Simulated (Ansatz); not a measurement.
# BSiH4O2F (SMILES O[SiH2]B(O)F) at SVWN5/def2-SVP

What is the energy change on altering one bond length of BSiH4O2F at SVWN5/def2-SVP? 

The calculation is run with Ansatz 0.2.0.

127 further runs of the same task are left out: 127 set aside as unsound or not needed. Runs told in other sessions of the task aren't counted.

## Step 1: The molecule

BSiH4O2F has 9 atoms, charge 0, and is taken as a singlet. SMILES: `O[SiH2]B(O)F`. Geometry: relaxed at PBE0-D4/def2-TZVP. This is one conformer, not always the lowest.

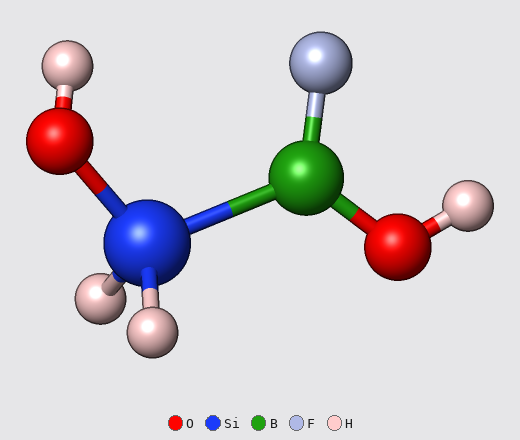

The structure, seen from a chosen angle (oxygen red, silicon blue, boron green, fluorine light blue, hydrogen pink).

## Step 2: A single-point energy at SVWN5/def2-SVP

File input.yaml:

```yaml
crystal:
  periodic: [false, false, false]
  atoms:
    - {symbol: O, position_ang: [1.152500, 0.650100, 1.703000]}
    - {symbol: Si, position_ang: [0.837600, -0.439800, 0.500200]}
    - {symbol: B, position_ang: [-0.701500, 0.194000, -0.670900]}
    - {symbol: O, position_ang: [-0.968000, -0.381600, -1.859000]}
    - {symbol: F, position_ang: [-1.488500, 1.196900, -0.250400]}
    - {symbol: H, position_ang: [0.401000, 1.098100, 2.092900]}
    - {symbol: H, position_ang: [2.093300, -0.579800, -0.278100]}
    - {symbol: H, position_ang: [0.493300, -1.781600, 1.056300]}
    - {symbol: H, position_ang: [-1.731300, -0.002600, -2.311100]}
basis:
  gaussian: {orbitals: def2-SVP}
hamiltonian: {xc: {name: SVWN5}}
accuracy: high
output: {orbitals: {seedname: orbitals}}
```

Started as:

```
ansatz run input.yaml --threads 1 --pin off --max-ram 3480MiB --events-out events.jsonl --progress --plain --runs-dir runs
```

Output:

```text
Warning: RAYON_NUM_THREADS=1 ignored (pool sized by the plan → 1); use --threads N
Functional definition: SVWN5
  name "SVWN5"
  exchange = slater_x
  correlation = vwn5_c
2070 factors; integrals over basis functions are off by at most 6.6e-9 eV
mean field evaluation 1: about -15330.5338 eV, gradient 7.2e1 eV
mean field evaluation 2: about -15291.1726 eV, gradient 1.6e2 eV
mean field evaluation 4: about -15339.4328 eV, gradient 9.8e0 eV
mean field evaluation 8: about -15339.5747 eV, gradient 9.7e-1 eV
mean field evaluation 16: about -15339.5766 eV, gradient 2.4e-5 eV
mean field -15339.57661421 eV, -563.7190430339 hartree, gradient 1.9e-8 eV, S^2 0.000000; 0 other end points of the search recorded, 0 dependent functions left out
reference -15339.57661759 eV, -563.7190431578 hartree; 24, 24 occupied and 70, 70 virtual orbitals, 2070 factors
Total energy: -15339.57661759 eV, -563.7190431578 hartree
```

Wall time 4.5 s (1 thread of Arm Neoverse V2, shared host); peak memory 0.23 GiB.

## Step 3: The distorted shape, same level

File job.yaml:

```yaml
crystal:
  periodic: [false, false, false]
  atoms:
    - {symbol: O, position_ang: [1.922059, 0.333196, 2.288557]}
    - {symbol: Si, position_ang: [1.607159, -0.756704, 1.085757]}
    - {symbol: B, position_ang: [-0.701500, 0.194000, -0.670900]}
    - {symbol: O, position_ang: [-0.968000, -0.381600, -1.859000]}
    - {symbol: F, position_ang: [-1.488500, 1.196900, -0.250400]}
    - {symbol: H, position_ang: [1.170559, 0.781196, 2.678457]}
    - {symbol: H, position_ang: [2.862859, -0.896704, 0.307457]}
    - {symbol: H, position_ang: [1.262859, -2.098504, 1.641857]}
    - {symbol: H, position_ang: [-1.731300, -0.002600, -2.311100]}
basis:
  gaussian:
    orbitals: def2-SVP
hamiltonian:
  xc: {name: SVWN5}
accuracy: high
output:
  orbitals: {seedname: orbitals}
```

Started as:

```
ansatz run job.yaml --threads 1 --pin off --max-ram 3480MiB --events-out events.jsonl --progress --plain --runs-dir runs
```

Output:

```text
Warning: RAYON_NUM_THREADS=1 ignored (pool sized by the plan → 1); use --threads N
[... 4 set-up lines as earlier in the session ...]
2025 factors; integrals over basis functions are off by at most 7.0e-9 eV
mean field evaluation 1: about -15327.9047 eV, gradient 7.4e1 eV
mean field evaluation 2: about -15263.3421 eV, gradient 1.9e2 eV
mean field evaluation 4: about -15335.9035 eV, gradient 2.0e1 eV
mean field evaluation 8: about -15337.3125 eV, gradient 7.3e-1 eV
mean field evaluation 16: about -15337.3076 eV, gradient 7.4e-5 eV
mean field -15337.30757833 eV, -563.6356575033 hartree, gradient 2.4e-8 eV, S^2 0.000000; 0 other end points of the search recorded, 0 dependent functions left out
reference -15337.30758198 eV, -563.6356576371 hartree; 24, 24 occupied and 70, 70 virtual orbitals, 2025 factors
Total energy: -15337.30758198 eV, -563.6356576371 hartree
```

It took 4.5 s on 1 thread of Arm Neoverse V2, shared host; peak memory 0.22 GiB.

## Step 4: Outcome

At SVWN5/def2-SVP:

| quantity | value |
| --- | --- |
| first shape: total energy | -563.71904 Eh |
| first shape: HOMO energy | -6.54 eV |
| first shape: LUMO energy | -1.40 eV |
| first shape: HOMO–LUMO gap | 5.14 eV |
| distorted shape: total energy | -563.63566 Eh |
| distorted shape: HOMO energy | -5.49 eV |
| distorted shape: LUMO energy | -2.12 eV |
| distorted shape: HOMO–LUMO gap | 3.37 eV |
| energy change with the Si2–B3 bond stretched from 2.035 to 3.053 Å | 2.269 eV |

What this shows: With the Si2–B3 bond stretched from 2.035 to 3.053 Å the energy rises by 2.27 eV (219 kJ/mol). The first shape isn't relaxed at this level, so the change isn't measured from a minimum.
